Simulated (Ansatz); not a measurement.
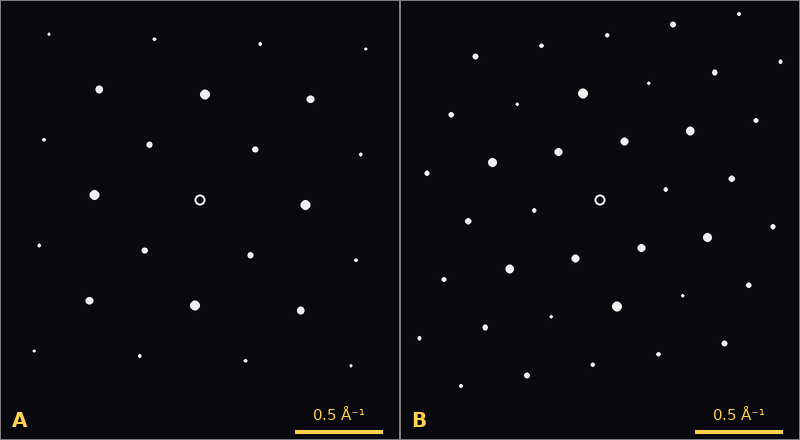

Kinematic electron diffraction patterns (200 kV, B = 0.5 Å², same scale, each along a low-index zone) of two structures of composition Si2B, each relaxed at zero pressure with Ansatz, DFT PBE, scalar-relativistic, plane waves, PAW.

The structures (standard cells):
1. P4/nmm (No. 129), a = 3.291 Å, c = 6.462 Å, 6 atoms; generated start, possibly hypothetical
2. Pnnm (No. 58), a = 4.399 Å, b = 5.216 Å, c = 3.229 Å, 6 atoms; generated start, possibly hypothetical

Question: Which pattern belongs to which structure, and along which zone?

Answer: A is structure 1 along [001]: square net of 1 -1 0 at d = 2.33 Å and 1 1 0 at d = 2.33 Å, 90.0° apart (some points of this net are extinct or too weak to see). B is structure 2 along [100]: centred rectangular net of 0 1 1 at d = 2.75 Å and 0 -1 1 at d = 2.75 Å, 63.5° apart (some points of this net are extinct or too weak to see).

Question: Rank the structures by their computed energy.

Answer: Structure 2 (Pnnm, 12.35 Å³ an atom) is the lowest of these; structure 1 (P4/nmm, 11.67 Å³ an atom) lies about 390 meV an atom higher. These are static energies at 0 K; other structures, not shown, may lie lower still.
